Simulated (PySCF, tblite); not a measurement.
# C5H10N radical: geometry, infrared bands and EPR parameters

Wanted: the infrared bands and EPR parameters of C5H10N radical (`CC[C@@H]1CC[N]1`), by calculation.

Programs: tblite 0.8.0 and PySCF 2.14.0, with density-fitted response routines of our own. Each step states its level of theory. These are calculated values for one molecule in the gas phase, unless marked as measured. Atoms are numbered from 0 throughout.

### Step 1. The starting structure

16 atoms, charge 0, multiplicity 2; geometry from: force field or distance geometry start.

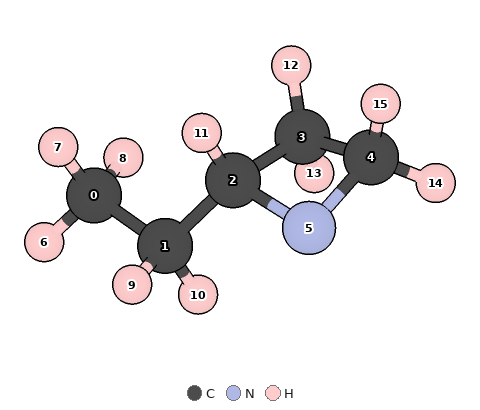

As it starts; carbon dark grey, nitrogen light blue, hydrogen pink, atoms numbered.

### Step 2. Optimising the geometry with GFN2-xTB

The job: settings as JSON, then the geometry in Å.

```
{"job": {"kind": "relax", "xc": "GFN2-xTB", "basis": "xTB"}, "charge": 0, "multiplicity": 2}
C     -2.146500     0.104100    -0.208400
C     -1.003500    -0.867600    -0.083900
C      0.248900    -0.156500     0.437200
C      1.014200     0.750800    -0.558800
C      2.279100     0.088200     0.020700
N      1.423900    -1.043400     0.423300
H     -3.054100    -0.408100    -0.557500
H     -2.374500     0.585200     0.757900
H     -1.915100     0.896600    -0.923800
H     -1.291500    -1.667000     0.629900
H     -0.819300    -1.348200    -1.048100
H      0.099700     0.291200     1.429400
H      0.920500     1.821200    -0.368700
H      0.840300     0.536200    -1.615500
H      3.041900    -0.174700    -0.714000
H      2.728200     0.601000     0.882400
```

Started as:

```console
> OMP_NUM_THREADS=1 python probes_run.py task.json out
```

The driver reads the jobs from task.json and runs them one after another.

**Question.** This job is followed by: GFN2-xTB harmonic vibrations, gas phase; UKS B3LYP, pcH-1 on C H N, non-relativistic, mean-field spin-orbit, GIAO. Predict these results of the whole session: strongest single infrared mode (GFN2-xTB); zero-point energy (GFN2-xTB); g(iso) (B3LYP); ⟨S²⟩; largest a(iso) (averaged by class); potential on the surface of density 0.002 e/bohr³, 1st and 99th percentile.

**Answer**, as computed:

| quantity | value |
| --- | --- |
| strongest single infrared mode (GFN2-xTB) | 3032 cm⁻¹, 52 km/mol |
| zero-point energy (GFN2-xTB) | 87.5 kcal/mol |
| g(iso) (B3LYP) | 2.00453 |
| ⟨S²⟩ | 0.754 (exact 0.75) |
| largest a(iso) (averaged by class) | 1H on H15, 136.9 MHz |
| potential on the surface of density 0.002 e/bohr³, 1st and 99th percentile | -1.95 V and 0.73 V |

What this shows: Relaxing lowered the energy by 0.264 eV in 61 steps; the close pair that moved most is C4–N5, from 1.474 to 1.436 Å. All 42 modes are real, so the xTB geometry is a minimum. Unscaled tight-binding wavenumbers are off by several per cent, some by more. Its intensities can rank the bands wrongly. N5 carries the largest spin population, 0.89 e. The isotropic g lies 2.2 ppt above the free-electron value. These values are for one conformer; the search (at its own cheap level) found 1 more, at 0.22 kcal/mol, and measured spectra average over such forms.
